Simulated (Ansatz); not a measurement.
**C$_{2}$H$_{5}$In (SMILES [CH2-][In][CH3]) (charge −1, doublet): density, localisation and related maps**

The calculation's input:

```
crystal:
  periodic: [false, false, false]
  atoms:
    - {symbol: C, position_ang: [-1.194610, 0.902384, -0.936190]}
    - {symbol: C, position_ang: [1.695591, 0.342499, 0.915818]}
    - {symbol: In, position_ang: [0.706460, -0.184198, -1.085903]}
    - {symbol: H, position_ang: [-1.143465, 1.993116, -0.734197]}
    - {symbol: H, position_ang: [-2.060719, 0.695761, -1.592143]}
    - {symbol: H, position_ang: [1.516844, 1.409375, 1.143840]}
    - {symbol: H, position_ang: [2.782582, 0.157247, 0.924597]}
    - {symbol: H, position_ang: [1.239847, -0.248560, 1.730586]}
basis:
  gaussian: {orbitals: def2-TZVPD}
total_charge: -1
magnetization: {spin_polarized: true, initial_magnetization: 1}
hamiltonian: {xc: pbe0}
output: {forces: true, orbitals: {seedname: orbitals}}
```

Launched as:

```sh
ansatz run input.yaml --threads 2 --pin off --max-ram 4350MiB --events-out events.jsonl --progress --plain --runs-dir runs
```

Geometry: PBE0-D3(BJ)/def2-SVPD; ⟨S²⟩ = 0.82, above the pure value of 0.75; core potentials replace the inner electrons of In; the highest occupied orbital lies above zero, a sign that basis and functional describe the outermost electron poorly.

The calculation used isolated molecule in a Gaussian basis; Kohn-Sham density functional theory, functional PBE0 in Ansatz 0.2.0.

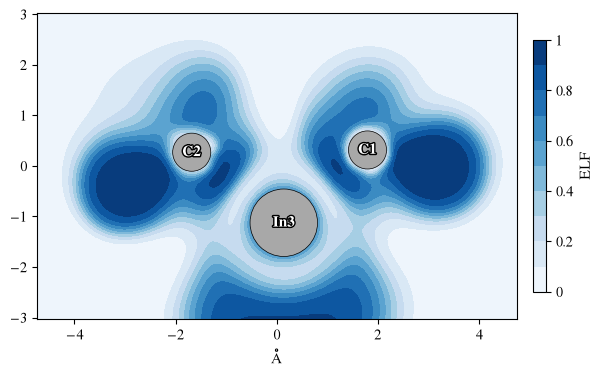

Figure 1. ELF on the plane of atoms C1, In3 and C2. Grey discs cover the atomic cores.

> What does the map show?

Atoms in the plane: C and In.
C–In (2.19 Å): the ELF peaks at about 0.90 in the valence shell of C, 0.7 Å from its nucleus, and drops to about 0.15 between the two atoms.
C–In (2.29 Å): the ELF peaks at about 0.90 in the valence shell of C, 0.7 Å from its nucleus, and drops to about 0.15 between the two atoms.

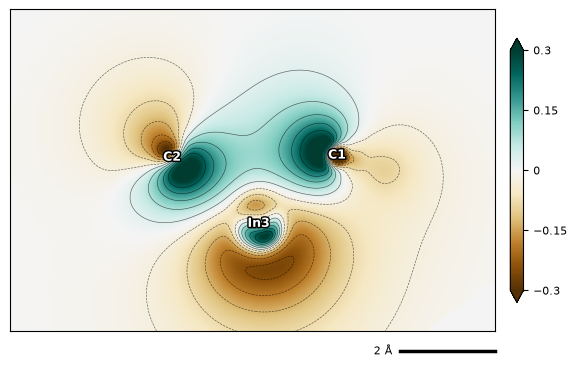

Figure 2. The HOMO (β) on the plane of atoms C1, In3 and C2 (values in Å⁻³ᐟ²; the overall sign is arbitrary).

> What is the character of this orbital?

It lies mainly on In3 (about 60 %), C1 (about 20 %) and C2 (about 10 %). Its energy is −0.04 eV.

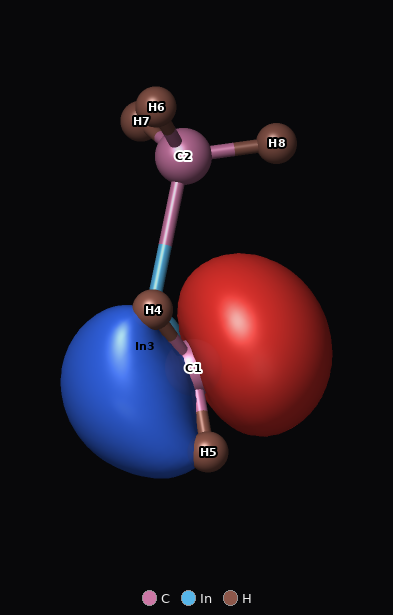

Figure 3. The HOMO−1 (α) at ±0.15 Å⁻³ᐟ² (blue and red are the two phases), seen at an oblique angle.

> Where does this orbital lie, and at what energy?

It lies mainly on C1 (about 70 %), In3 (about 15 %), H4 (about 5 %) and H5 (about 5 %). Its energy is −1.40 eV.
